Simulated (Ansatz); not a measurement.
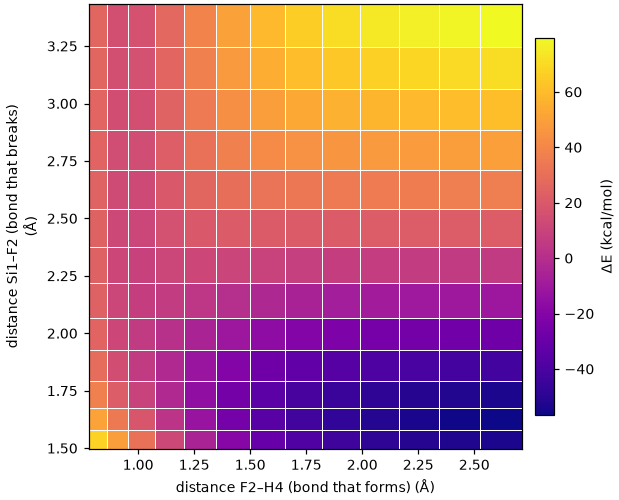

Energy landscape of the reacting system FH3OSi (fragments FH₃OSi where the first distance is long, H₂OSi + FH where the second is long). 
- Coordinates scanned: (1) distance F2–H4 (bond that forms); (2) distance Si1–F2 (bond that breaks).
- Relaxed at each point: all other coordinates.
- Grid: 13 × 13 points.
- Points are written as (first, second).
- Energies are in kcal/mol, from a guessed transition structure relaxed with its forming and breaking bonds held.
- The reference is spin-restricted, so regions where a bond is pulled apart into radicals lie too high.
- All numbers below come from RKS PBE0-D4/def2-SVP (Ansatz).

In the figure: one coloured cell a grid point. 

Summarise what can be read from the map.

Answer. The lowest grid point is at (2.619 Å, 1.620 Å), −57 kcal/mol from a guessed transition structure relaxed with its forming and breaking bonds held. It lies at the edge of the scanned range, so the true minimum may lie outside. The highest grid point, (2.619 Å, 3.339 Å), lies 136 kcal/mol above the lowest.

The values on the grid:

| second ↓, first → | 0.819 | 0.900 | 1.011 | 1.137 | 1.275 | 1.422 | 1.576 | 1.737 | 1.903 | 2.075 | 2.252 | 2.433 | 2.619 |
| --- | --- | --- | --- | --- | --- | --- | --- | --- | --- | --- | --- | --- | --- |
| 3.339 | 26 | 16 | 17 | 27 | 39 | 50 | 59 | 66 | 71 | 74 | 77 | 78 | 80 |
| 3.153 | 26 | 15 | 16 | 26 | 37 | 47 | 55 | 60 | 64 | 67 | 69 | 70 | 71 |
| 2.972 | 26 | 15 | 15 | 24 | 35 | 43 | 49 | 53 | 56 | 58 | 59 | 60 | 61 |
| 2.795 | 25 | 14 | 14 | 22 | 31 | 37 | 41 | 44 | 46 | 47 | 48 | 49 | 49 |
| 2.623 | 25 | 13 | 13 | 20 | 26 | 30 | 32 | 33 | 34 | 35 | 36 | 36 | 36 |
| 2.457 | 24 | 12 | 11 | 16 | 20 | 21 | 21 | 22 | 22 | 22 | 22 | 22 | 22 |
| 2.296 | 23 | 12 | 9 | 11 | 12 | 11 | 9 | 8 | 7 | 7 | 6 | 6 | 6 |
| 2.142 | 23 | 11 | 7 | 6 | 4 | 0 | −3 | −6 | −8 | −9 | −10 | −11 | −11 |
| 1.995 | 25 | 12 | 6 | 1 | −5 | −11 | −16 | −20 | −23 | −25 | −26 | −27 | −28 |
| 1.857 | 29 | 15 | 6 | −3 | −12 | −21 | −27 | −33 | −36 | −39 | −41 | −42 | −43 |
| 1.731 | 37 | 22 | 10 | −3 | −16 | −26 | −35 | −41 | −45 | −49 | −51 | −52 | −53 |
| 1.620 | 51 | 34 | 19 | 2 | −13 | −26 | −36 | −43 | −48 | −52 | −54 | −56 | −57 |
| 1.539 | 67 | 49 | 31 | 12 | −5 | −20 | −30 | −38 | −44 | −48 | −51 | −53 | −53 |

The whole map (169 points run) took 16 min on 1 thread of Arm Neoverse V2, on a shared host.
